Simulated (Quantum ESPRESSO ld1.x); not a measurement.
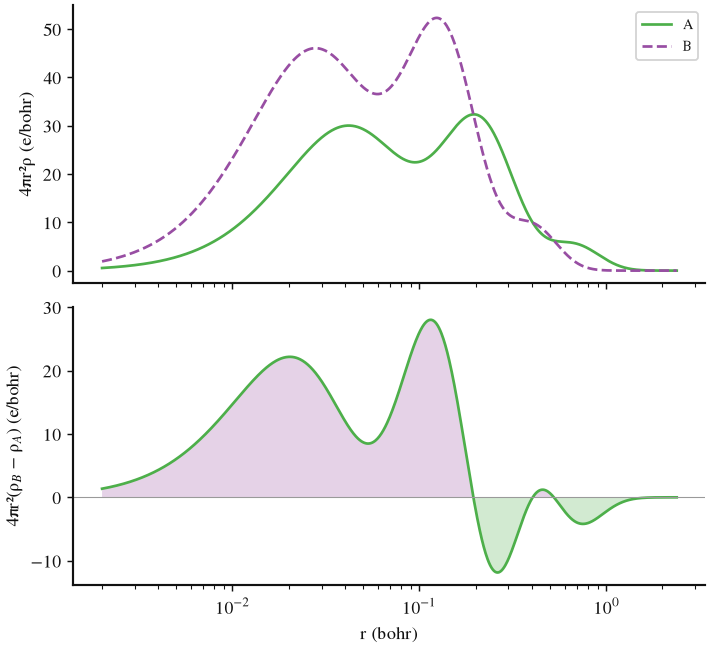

Two nuclei with the same 13 electrons, [Ne] 3s2 3p1 (high spin), were computed: Mn¹²⁺; Rb²⁴⁺. Level of theory: scalar-relativistic Kohn-Sham, LDA (Slater exchange, Perdew-Zunger correlation), spin-polarised, spherical densities, point nucleus. Computed with Quantum ESPRESSO ld1.x 7.5.

The plot shows both radial densities and the radial density of run B less that of run A; on the logarithmic r axis, areas aren't charges.

### Assign A and B and describe the change of the density.

A is Mn¹²⁺; B is Rb²⁴⁺. B holds 3.3 electrons more than A where the difference is positive (most at r = 0.11 bohr) and 3.3 electrons fewer where it is negative (most at r = 0.26 bohr), with no net change. The larger nuclear charge draws every shell in.
